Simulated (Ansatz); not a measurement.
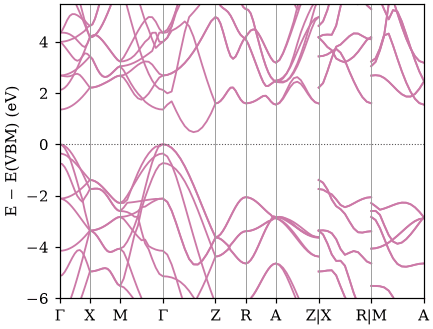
Band structure from DFT-PBE in the program Ansatz with PAW potentials

Question: Read off the gap and where the band edges lie.

Answer: About 0.5 eV (0.47 eV by a search for the band edges); maximum at Γ, minimum on the Γ–Z line, 59 % of the way from Γ.

Question: Which of these materials gives this?
A) BaSrTi2O6, P4mm (Pearson symbol tP10)
B) BP, P4_2/mnm (B on 4f, P on 4g)
C) Ba2Ti2N3F3, P-4m2 (Pearson symbol tP10)
D) BaTiO3, P4mm (Ba on 1b, Ti on 1a, O on 2c, O on 1a)

Answer: B, BP, P4_2/mnm (B on 4f, P on 4g)

The start of the workflow was typed in or built on a structure type; neither database checked (COD, Materials Project) lists it. It is not the phase usual at ambient conditions (space group No. 216). The PBE relaxation kept the symmetry of its start; whether a distortion lowers the energy is not shown.

Potentials: the earlier of the program's two PAW sets.
